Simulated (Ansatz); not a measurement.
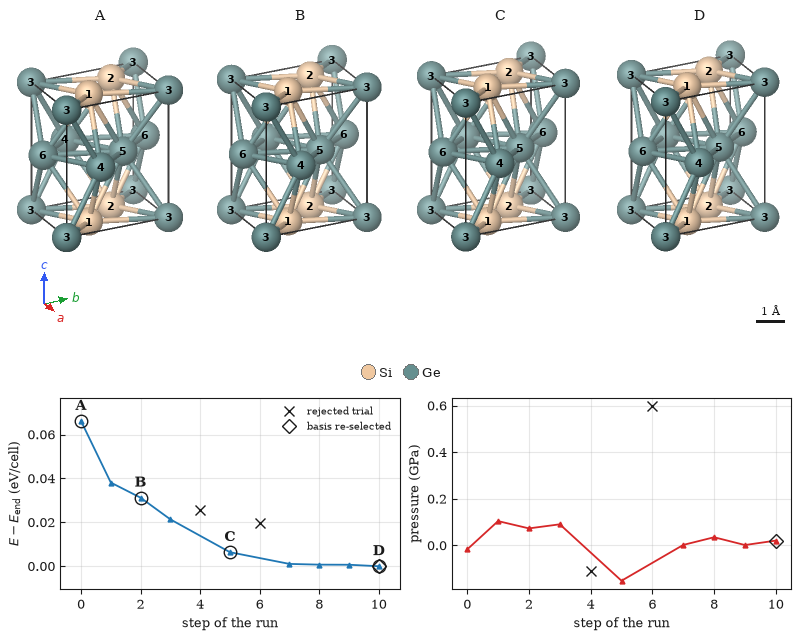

Frames of a relaxation of crystalline SiGe2 (a generated structure, set up in P-62m), marked on the history of the run. A ball-and-stick model of the cell of the calculation, seen slightly off an axis.

Level of theory: DFT PBE, scalar-relativistic, plane waves, PAW in Ansatz 0.2.0.

Input
```yaml
crystal:
  lattice:
    - [5.14174529, 0.0, 0.0]
    - [-2.57087265, 4.45288204, 0.0]
    - [0.0, 0.0, 4.69651917]
  atoms:
    - { symbol: Si, position: [0.66666667, 0.33333333, 0.0] }
    - { symbol: Si, position: [0.33333333, 0.66666667, 0.0] }
    - { symbol: Ge, position: [0.0, 0.0, 0.0] }
    - { symbol: Ge, position: [0.0, 0.33333333, 0.5] }
    - { symbol: Ge, position: [0.66666667, 0.66666667, 0.5] }
    - { symbol: Ge, position: [0.33333333, 0.0, 0.5] }
basis:
  ecutwfc: 420
kpoints:
  mp_grid: { grid: [12, 12, 8] }
hamiltonian:
  xc: pbe
scf:
  occupations: { method: gaussian, width: 0.1 }
output:
  forces: true
  stress: true
  eigenvalues: true
relax:
  adjacent_minimum: "off"
  f_tol: 0.01
  max_steps: 80
  cell: { stress_tol: 0.05 }
```

Command:
```bash
ansatz run input.yaml --threads 1 --pin off --max-ram 2560MiB --backend cpu --events-out ev --progress --plain --runs-dir out
```

Q: Describe the path.

A: The largest moves relative to the cell, 0.030 Å, are those of Ge4, Ge5 and Ge6. Ge6 goes along +a. Si stays in place. The drawn cell changes as follows: a = b 5.142 → 4.996 Å (−2.8 %), c 4.697 → 4.980 Å (+6.0 %); the volume changes by +0.1 %. Near-neighbour distances that change, for instance: Ge4–Ge5 2.969 → 2.859 Å, Ge3–Ge4 2.907 → 3.012 Å, Si1–Ge3 2.969 → 2.885 Å, Si1–Ge4 2.907 → 2.988 Å. The space group stays P-62m (No. 189). Over 7 accepted moves (10 points after the start) the energy falls by 66.2 meV per cell of the calculation. The largest force component goes from 0.23 to 0.00085 eV/Å. The pressure goes from −0.02 to 0.02 GPa. The line search rejected the trial steps at points 4, 6 of the run. At 1 point the geometry stayed and the basis and grid were re-selected for the new cell (energy shift of 0.7 meV per cell of the calculation at most each time). From step 0 to 2: Ge atoms move most (0.06 Å), energy −34.9 meV per cell of the calculation. From step 2 to 5: Ge atoms move most (0.02 Å), volume +0.4 %, energy −24.8 meV per cell of the calculation. From step 5 to 10: volume −0.3 %, energy −6.4 meV per cell of the calculation.

```csv
step,"E − E(0), meV/atom","largest force component, eV/Å","pressure, GPa","volume, Å³/atom",note
0,0.00,0.2277,-0.02,17.922,
1,-4.67,0.0273,0.10,17.883,
2,-5.82,0.0419,0.07,17.913,
3,-7.47,0.0491,0.09,17.937,
4,-6.78,0.0284,-0.11,18.016,rejected
5,-9.96,0.0104,-0.15,17.992,
6,-7.76,0.0419,0.60,17.826,rejected
7,-10.85,0.0001,0.00,17.947,
8,-10.91,0.0023,0.04,17.937,
9,-10.92,0.0008,0.00,17.946,
10,-11.03,0.0008,0.02,17.946,"same geometry, new basis"
```
